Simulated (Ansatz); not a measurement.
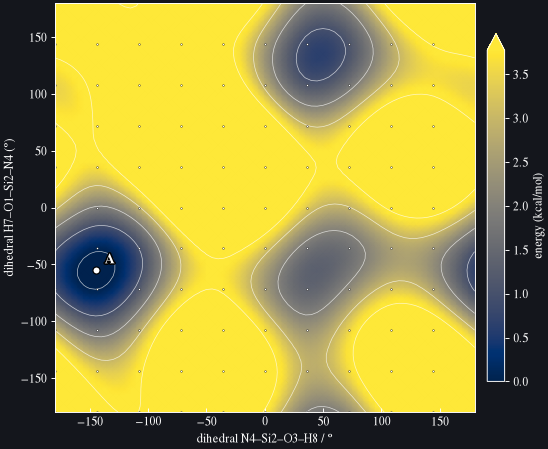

AlFH₃NO₂Si, SMILES O[Si]1(O)[NH][Al]1[F]. The first coordinate is: dihedral N4–Si2–O3–H8; the second: dihedral H7–O1–Si2–N4. Nothing is relaxed (all other coordinates rigid). The scan uses a 10 × 10 grid. Points are written as (first, second). All energies are given in kcal/mol relative to the lowest grid point. All numbers below come from Ansatz 0.2.0, RKS B3LYP-D4/def2-SVP.

In the figure: a smooth colour map with a few white contour lines, dots at the grid points, one colour for all values above the top of the scale, the well A. Between grid points the surface is interpolated.

> Estimate the position of the minimum and the force constants in these coordinates. Take the well at A.

The interpolated minimum is at dihedral N4–Si2–O3–H8 ≈ −144°, dihedral H7–O1–Si2–N4 ≈ −55°. The curvatures there are about 0.25 eV/rad² and 0.24 eV/rad², with a cross term of about −0.033 eV/rad². Round the minimum the two coordinates are weakly coupled (coupling −0.13 in units of the two stiffnesses). (1 eV is 23.1 kcal/mol.)
